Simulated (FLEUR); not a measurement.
**MnSi: parallel and opposed starts**

Does MnSi prefer parallel or opposed moments?

Main program and level: FLEUR MaX-R8.1; PBEsol; all-electron FLAPW, Dirac cores, scalar-relativistic bands.

Experimental background.

“On Curie temperature of B20-MnSi films” (2022, pmc:9525690) quotes from earlier work for MnSi, B20 cubic (bulk, literature value): moment (saturation moment per Mn) 0.4 μB [Literature value used as input for phase content; rounded, temperature and field not …].

The database entry behind the starting cell differs from later determinations by our own check (0.1 to 0.3 % short, probably kX units), so it need not match the best structure at ambient conditions.

## 1. The structure

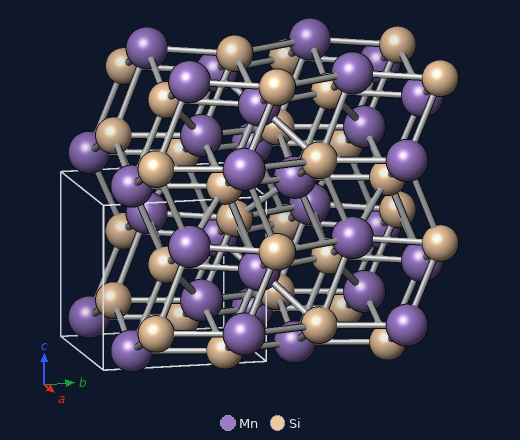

Start, viewed slightly off an axis; manganese light purple, silicon light orange. 2×2×2 cells are drawn.

As a file:

```cif
data_structure
_symmetry_space_group_name_H-M 'P 1'
_symmetry_Int_Tables_number 1
_cell_length_a 4.5480
_cell_length_b 4.5480
_cell_length_c 4.5480
_cell_angle_alpha 90.000
_cell_angle_beta 90.000
_cell_angle_gamma 90.000
_cell_volume 94.07
loop_
_atom_site_label
_atom_site_type_symbol
_atom_site_fract_x
_atom_site_fract_y
_atom_site_fract_z
_atom_site_occupancy
Mn1 Mn 0.13800 0.13800 0.13800 1
Mn2 Mn 0.36200 0.86200 0.63800 1
Mn3 Mn 0.63800 0.36200 0.86200 1
Mn4 Mn 0.86200 0.63800 0.36200 1
Si5 Si 0.84600 0.84600 0.84600 1
Si6 Si 0.65400 0.15400 0.34600 1
Si7 Si 0.34600 0.65400 0.15400 1
Si8 Si 0.15400 0.34600 0.65400 1
```

## 2. Start 1: ferro ++++

The parallel start comes first: it shows whether parallel moments hold.

inpgen writes inp.xml from crystal.txt; cutoffs, mixing, functional, smearing and local orbitals are then set in the file. The k list default-1 (kpts.xml, not shown) is a Γ-centred 6×6×6 mesh; where the ranks do not divide the number of points, some are split in two of half the weight.

File inp.xml:

```
<?xml version="1.0" encoding="UTF-8" standalone="no"?>
<fleurInput fleurInputVersion="0.39">
   <comment>
      MnSi
   </comment>
   <calculationSetup>
      <cutoffs Kmax="4.4" Gmax="13.2" GmaxXC="13.2" numbands="0"/>
      <scfLoop itmax="90" minDistance="0.00002" maxIterBroyd="15" imix="Anderson" alpha="0.05" precondParam="0.0" spinf="2.0" sdNocoIR="T"/>
      <coreElectrons ctail="T" frcor="F" kcrel="0" coretail_lmax="0"/>
      <xcFunctional name="PBEs" relativisticCorrections="F"/>
      <magnetism jspins="2"/>
      <soc l_soc="F" theta="0.0" phi="0.0" spav="F"/>
      <expertModes spex="0" secvar="F"/>
      <geometryOptimization l_f="F" forcealpha="1.0" forcemix="BFGS" epsdisp="0.00001" epsforce="0.00001"/>
      <ldaU l_linMix="F" mixParam="0.05" spinf="1.0"/>
   </calculationSetup>
   <cell>
      <bzIntegration valenceElectrons="76.0" mode="hist" fermiSmearingEnergy="0.00293995">
         <kPointListSelection listName="default-1"/>
         <xi:include xmlns:xi="http://www.w3.org/2001/XInclude" href="kpts.xml"> </xi:include>
      </bzIntegration>
      <xi:include xmlns:xi="http://www.w3.org/2001/XInclude" href="sym.xml"> </xi:include>
      <bulkLattice scale="1.0">
         <bravaisMatrix>
            <row-1>    8.5944744146807999     0.0000000000000000     0.0000000000000000</row-1>
            <row-2>    0.0000000000000000     8.5944744146807999     0.0000000000000000</row-2>
            <row-3>    0.0000000000000000     0.0000000000000000     8.5944744146807999</row-3>
         </bravaisMatrix>
      </bulkLattice>
   </cell>
   <atomSpecies>
      <species name="Manganese 3.500" element="Mn" atomicNumber="25">
         <mtSphere radius="2.57" gridPoints="849" logIncrement="0.014"/>
         <atomicCutoffs lmax="10" lnonsphr="8"/>
         <electronConfig flipSpins="F">
            <coreConfig>(1s1/2) (2s1/2) (2p1/2) (2p3/2)</coreConfig>
            <valenceConfig>(3s1/2) (3p1/2) (3p3/2) (4s1/2) (3d3/2) (3d5/2)</valenceConfig>
            <stateOccupation state="(3d3/2)" spinUp="1.25" spinDown="0.75"/>
            <stateOccupation state="(3d5/2)" spinUp="3.0" spinDown="0.0"/>
         </electronConfig>
         <energyParameters s="4" p="4" d="3" f="4"/>
         <lo type="SCLO" l="0" n="3" eDeriv="0"/>
         <lo type="SCLO" l="1" n="3" eDeriv="0"/>
      </species>
      <species name="Silicon (Si)" element="Si" atomicNumber="14">
         <mtSphere radius="1.67" gridPoints="553" logIncrement="0.02"/>
         <atomicCutoffs lmax="6" lnonsphr="4"/>
         <electronConfig flipSpins="F">
            <coreConfig>(1s1/2) (2s1/2) (2p1/2) (2p3/2)</coreConfig>
            <valenceConfig>(3s1/2) (3p1/2) (3p3/2)</valenceConfig>
            <stateOccupation state="(3p1/2)" spinUp="0.333333" spinDown="0.333333"/>
            <stateOccupation state="(3p3/2)" spinUp="0.666667" spinDown="0.666667"/>
         </electronConfig>
         <energyParameters s="3" p="3" d="3" f="4"/>
      </species>
   </atomSpecies>
   <atomGroups>
      <atomGroup species="Manganese 3.500">
         <relPos label="                   1">.1380000000 .1380000000 .1380000000</relPos>
         <relPos label="                   2">.3620000000 -.1380000000 -.3620000000</relPos>
         <relPos label="                   3">-.3620000000 .3620000000 -.1380000000</relPos>
         <relPos label="                   4">-.1380000000 -.3620000000 .3620000000</relPos>
         <force calculate="T" relaxXYZ="TTT"/>
      </atomGroup>
      <atomGroup species="Silicon (Si)">
         <relPos label="                   5">-.1540000000 -.1540000000 -.1540000000</relPos>
         <relPos label="                   6">-.3460000000 .1540000000 .3460000000</relPos>
         <relPos label="                   7">.3460000000 -.3460000000 .1540000000</relPos>
         <relPos label="                   8">.1540000000 .3460000000 -.3460000000</relPos>
         <force calculate="T" relaxXYZ="TTT"/>
      </atomGroup>
   </atomGroups>
   <output dos="F" band="F" slice="F">
      <bandDOS minEnergy="-.5*Htr" maxEnergy="0.5*Htr" sigma="0.015" storeEVData="T"/>
      <plotting iplot="0" polar="F">
         <plot TwoD="T" vec1="  1.0  0.0  0.0" vec2="  0.0  1.0  0.0" vec3="  0.0  0.0  1.0" zero="  0.0  0.0  0.0" file="plot"/>
      </plotting>
      <moessbauerParams electricFieldGradient="F" isomerShift="F" coreHyperfine="F" valenceHyperfine="F"/>
   </output>
</fleurInput>
```

File crystal.txt:

```
MnSi
&input film=F cartesian=F /
4.54800000000  0.00000000000  0.00000000000
0.00000000000  4.54800000000  0.00000000000
0.00000000000  0.00000000000  4.54800000000
1.8897261246
1.0 1.0 1.0

8
25 0.13800000000  0.13800000000  0.13800000000 : 3.500
25 0.36200000000  0.86200000000  0.63800000000 : 3.500
25 0.63800000000  0.36200000000  0.86200000000 : 3.500
25 0.86200000000  0.63800000000  0.36200000000 : 3.500
14 0.84600000000  0.84600000000  0.84600000000
14 0.65400000000  0.15400000000  0.34600000000
14 0.34600000000  0.65400000000  0.15400000000
14 0.15400000000  0.34600000000  0.65400000000

&kpt div1=6 div2=6 div3=6 gamma=T /
```

The run is started by

```
OMP_NUM_THREADS=1 inpgen -f crystal.txt > inpgen.log  # inp.xml is then edited as shown
OMP_NUM_THREADS=1 mpirun -n 4 fleur_MPI > fleur.log
```

The log of the run:

```text
Welcome to FLEUR        (www.flapw.de)
      MaX-Release 8.1          (www.max-centre.eu)

 ========== k-point set info ==========
 Selected k-point list: default-1
 k-point list type: mesh
 6 x 6 x 6
 Number of k points: 24

 ------------Calculation Setup---------------------------
 Number of MPI-tasks      :            4
 Number of PE/node        :            4
 Number of OMP-threads    :            1
 k-points in parallel     :            4
 pe's per k-point         :            1
 No of k-point loops      :            6
 Eigenvalue solver        :       lapack
 Number of basis functions:          979
 Approximate size of matrices (H+S) per k-point:         0.029 GB
 --------------------------------------------------------
 Iteration:     1   Distance:      23.62456783 me/bohr^3
 Iteration:     2   Distance:      22.54759490 me/bohr^3
 Iteration:     3   Distance:       7.99167217 me/bohr^3
 Iteration:     4   Distance:       5.32646661 me/bohr^3
 Iteration:     5   Distance:       6.07223553 me/bohr^3
 Iteration:     6   Distance:       4.29349793 me/bohr^3
 Iteration:     7   Distance:       4.69513436 me/bohr^3
 Iteration:     8   Distance:       2.23044134 me/bohr^3
 Iteration:     9   Distance:       2.06894557 me/bohr^3
 Iteration:    10   Distance:       2.54228549 me/bohr^3
 Iteration:    11   Distance:       0.46551813 me/bohr^3
 Iteration:    12   Distance:       2.50614669 me/bohr^3
 Iteration:    13   Distance:       2.45855990 me/bohr^3
 Iteration:    14   Distance:       0.28572681 me/bohr^3
 Iteration:    15   Distance:       0.14217005 me/bohr^3
 Iteration:    16   Distance:       0.13453472 me/bohr^3
 Iteration:    17   Distance:       0.06201618 me/bohr^3
 Iteration:    18   Distance:       0.03771878 me/bohr^3
 Iteration:    19   Distance:       0.01564459 me/bohr^3
 Iteration:    20   Distance:       0.02709122 me/bohr^3
 Iteration:    21   Distance:       0.01664584 me/bohr^3
 Iteration:    22   Distance:       0.00229489 me/bohr^3
 Iteration:    23   Distance:       0.00228012 me/bohr^3
 Iteration:    24   Distance:       0.00028198 me/bohr^3
 Iteration:    25   Distance:       0.00027758 me/bohr^3
 Iteration:    26   Distance:       0.00014361 me/bohr^3
 Iteration:    27   Distance:       0.00001750 me/bohr^3

 ********************************************************************
 Run finished successfully
 Stop message:
   all done
 ********************************************************************

--- out.xml (last complete iteration) ---
<iteration numberForCurrentRun="   27" overallNumber="   27">
         <energyParameters units="Htr">
            <atomicEP atomType="1" spin="1" branch="4s" branchLowest="-2.47" branchHighest="1.50" value="0.2455362362"/>
            <atomicEP atomType="1" spin="1" branch="4p" branchLowest="-1.32" branchHighest="1.99" value="0.3692760229"/>
            <atomicEP atomType="1" spin="1" branch="3d" branchLowest="-9.99" branchHighest="0.49" value="0.3693030601"/>
            <atomicEP atomType="1" spin="1" branch="4f" branchLowest="-9.99" branchHighest="2.99" value="0.6739570475"/>
            <loAtomicEP atomType="1" spin="1" branch="3s" branchLowest="-26.63" branchHighest="-2.47" value="-2.4786123410"/>
            <loAtomicEP atomType="1" spin="1" branch="3p" branchLowest="-22.46" branchHighest="-1.32" value="-1.3359868295"/>
            <atomicEP atomType="2" spin="1" branch="3s" branchLowest="-4.45" branchHighest="3.02" value="-0.1557776888"/>
            <atomicEP atomType="2" spin="1" branch="3p" branchLowest="-2.84" branchHighest="3.44" value="-0.0106298644"/>
            <atomicEP atomType="2" spin="1" branch="3d" branchLowest="-9.99" branchHighest="3.34" value="0.1609925787"/>
            <atomicEP atomType="2" spin="1" branch="4f" branchLowest="-9.99" branchHighest="6.84" value="0.3232716236"/>
            <atomicEP atomType="1" spin="2" branch="4s" branchLowest="-2.43" branchHighest="1.52" value="0.2474178722"/>
            <atomicEP atomType="1" spin="2" branch="4p" branchLowest="-1.28" branchHighest="2.01" value="0.3689537117"/>
            <atomicEP atomType="1" spin="2" branch="3d" branchLowest="-9.99" branchHighest="0.53" value="0.3938250748"/>
            <atomicEP atomType="1" spin="2" branch="4f" branchLowest="-9.99" branchHighest="3.02" value="0.6718009923"/>
            <loAtomicEP atomType="1" spin="2" branch="3s" branchLowest="-26.61" branchHighest="-2.43" value="-2.4385730518"/>
            <loAtomicEP atomType="1" spin="2" branch="3p" branchLowest="-22.45" branchHighest="-1.28" value="-1.2968769453"/>
            <atomicEP atomType="2" spin="2" branch="3s" branchLowest="-4.45" branchHighest="3.02" value="-0.1616872390"/>
            <atomicEP atomType="2" spin="2" branch="3p" branchLowest="-2.84" branchHighest="3.44" value="-0.0166546395"/>
            <atomicEP atomType="2" spin="2" branch="3d" branchLowest="-9.99" branchHighest="3.34" value="0.1549144740"/>
            <atomicEP atomType="2" spin="2" branch="4f" branchLowest="-9.99" branchHighest="6.84" value="0.3171828125"/>
         </energyParameters>
         <bandgap value="0.0000000000" units="eV"/>
         <sumValenceSingleParticleEnergies value="-38.1321425926" units="Htr"/>
         <FermiEnergy value="0.4323473653" units="Htr"/>
         <valenceDensity>
            <mtCharges spin="1">
               <mtCharge atomType="1" total="7.9760919" s="1.2418159" p="3.3588784" d="3.3407403" f="0.0280865"/>
               <mtCharge atomType="2" total="0.4909328" s="0.2217533" p="0.2338501" d="0.0333648" f="0.0017669"/>
            </mtCharges>
            <mtCharges spin="2">
               <mtCharge atomType="1" total="6.9526568" s="1.2416412" p="3.3566786" d="2.3196052" f="0.0288254"/>
               <mtCharge atomType="2" total="0.5162938" s="0.2296117" p="0.2535201" d="0.0314991" f="0.0015127"/>
            </mtCharges>
            <spinDependentCharge spin="1" total="39.9071433" interstitial="6.0390443" mtSpheres="33.8680990"/>
            <spinDependentCharge spin="2" total="36.0928567" interstitial="6.2170545" mtSpheres="29.8758022"/>
            <totalCharge value="76.0000000000"/>
         </valenceDensity>
         <coreStates atomType="     1" atomicNumber=" 25" spin="1" kinEnergy="    526.2315100695" eigValSum="   -329.3257780106" lostElectrons=" 0.000000">
            <state n="1" l="0" j="0.5" energy="-235.2993302423" weight="1.0000000000"/>
            <state n="2" l="0" j="0.5" energy="-26.6314591493" weight="1.0000000000"/>
            <state n="2" l="1" j="0.5" energy="-22.7199997958" weight="1.0000000000"/>
            <state n="2" l="1" j="1.5" energy="-22.3374944116" weight="2.0000000000"/>
         </coreStates>
         <coreStates atomType="     1" atomicNumber=" 25" spin="2" kinEnergy="    526.4129975730" eigValSum="   -329.2688525988" lostElectrons=" 0.000000">
            <state n="1" l="0" j="0.5" energy="-235.2993865444" weight="1.0000000000"/>
            <state n="2" l="0" j="0.5" energy="-26.6141333763" weight="1.0000000000"/>
            <state n="2" l="1" j="0.5" energy="-22.7070175706" weight="1.0000000000"/>
            <state n="2" l="1" j="1.5" energy="-22.3241575538" weight="2.0000000000"/>
         </coreStates>
         <coreStates atomType="     2" atomicNumber=" 14" spin="1" kinEnergy="    142.4056535366" eigValSum="    -77.9432807796" lostElectrons=" 0.009566">
            <state n="1" l="0" j="0.5" energy="-64.8554650938" weight="1.0000000000"/>
            <state n="2" l="0" j="0.5" energy="-4.4769617329" weight="1.0000000000"/>
            <state n="2" l="1" j="0.5" energy="-2.8860934917" weight="1.0000000000"/>
            <state n="2" l="1" j="1.5" energy="-2.8623802306" weight="2.0000000000"/>
         </coreStates>
         <coreStates atomType="     2" atomicNumber=" 14" spin="2" kinEnergy="    142.4045297194" eigValSum="    -77.9461685606" lostElectrons=" 0.009594">
            <state n="1" l="0" j="0.5" energy="-64.8559215794" weight="1.0000000000"/>
            <state n="2" l="0" j="0.5" energy="-4.4774687156" weight="1.0000000000"/>
            <state n="2" l="1" j="0.5" energy="-2.8867349210" weight="1.0000000000"/>
            <state n="2" l="1" j="1.5" energy="-2.8630216723" weight="2.0000000000"/>
         </coreStates>
         <allElectronCharges>
            <spinDependentCharge spin="1" total="79.9071433" interstitial="6.0761229" mtSpheres="73.8310204"/>
            <spinDependentCharge spin="2" total="76.0928567" interstitial="6.2542408" mtSpheres="69.8386159"/>
            <totalCharge value="155.9999999334"/>
         </allElectronCharges>
         <magneticMomentsInMTSpheres units="muBohr">
            <globalMagMoment atomType="1" vec="0.00000   0.00000   1.02343"/>
            <localMagMoment atomType="1" vec="0.00000   0.00000   1.02343"/>
            <globalMagMoment atomType="2" vec="0.00000   0.00000  -0.02533"/>
            <localMagMoment atomType="2" vec="0.00000   0.00000  -0.02533"/>
         </magneticMomentsInMTSpheres>
         <moessbauerParams unitsHFF="kG" unitsIS="e/bohr^3" unitsEFG="Htr/bohr^2">
         </moessbauerParams>
         <totalEnergy value="    -5788.4031265322" units="Htr">
            <sumOfEigenvalues value="    -3296.0684623910">
               <coreElectrons value="-3257.9363197984"/>
               <valenceElectrons value="-38.1321425926"/>
            </sumOfEigenvalues>
            <densityCoulombPotentialIntegral value="-8770.0768341304"/>
            <densityEffectivePotentialIntegral value="-9144.6410287687"/>
            <chargeDenXCDenIntegral value="-286.3611795391"/>
            <FockExchangeEnergyValence value="0.0000000000"/>
            <FockExchangeEnergyCore value="0.0000000000"/>
            <atomTypeDependentContributions atomType="1">
               <electronNucleiInteractionDifferentMTs value="5543.9307822025"/>
               <MadelungTerm value="-21.3874794676"/>
            </atomTypeDependentContributions>
            <atomTypeDependentContributions atomType="2">
               <electronNucleiInteractionDifferentMTs value="1350.4813725192"/>
               <MadelungTerm value="-49.7764621163"/>
            </atomTypeDependentContributions>
            <tkbTimesEntropy value="0.0045243915"/>
            <freeEnergy value="-5788.4076509237"/>
            <extrapolationTo0K value="-5788.4053887279"/>
         </totalEnergy>
         <densityConvergence units="me/bohr^3">
            <chargeDensity spin="1" distance="0.0000138617"/>
            <chargeDensity spin="2" distance="0.0000101016"/>
            <overallChargeDensity distance="0.0000167922"/>
            <spinDensity distance="0.0000175043"/>
         </densityConvergence>
      </iteration>
```

Wall time 7 min (4 MPI ranks of Arm Neoverse V1, shared host); peak memory 0.47 GiB; 28 min of CPU time.

Spin moment in the muffin-tin sphere by atom:

| atom | spin moment in the muffin-tin sphere (μB) |
| --- | --- |
| Mn1 | 1.02 |
| Mn2 | 1.02 |
| Mn3 | 1.02 |
| Mn4 | 1.02 |
| Si5 | -0.03 |
| Si6 | -0.03 |
| Si7 | -0.03 |
| Si8 | -0.03 |

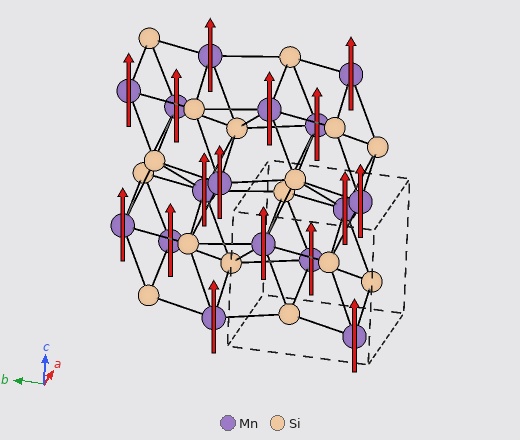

Spin moment in the muffin-tin sphere as arrows, the longest 1.02 μB. Up and down stand for the sign. Arrows give size and sign along the axis of quantisation, drawn up and down the page. 1×2×2 cells are drawn.

Numbers from this step:

| Property | Result |
| --- | --- |
| free energy | -157510.5963 eV |
| program's band gap on this mesh (in a metal only a level spacing) | 0 eV |
| magnetization | 3.814 μB |
| final state | ferromagnetic |

After 27 cycles the largest moment stands at 1.02 μB.

(Continued in part 2 of 2.)

[Logs and program files are shortened in this print: banners, set-up blocks, solver, clock and traceback lines can be left out without a mark of their own.]

[Logs are printed without paths, hosts, clocks, repeated set-up lines and the standing remarks that a program may print on its own settings, such as how far it seeks lower states.]

[Hosts, paths, dates, database ids (printed as entryN), source tags and the programs' standing remarks are cut or masked in the printed files.]

[Where a cell is said to come from a database of computed structures, the database is the Materials Project.]
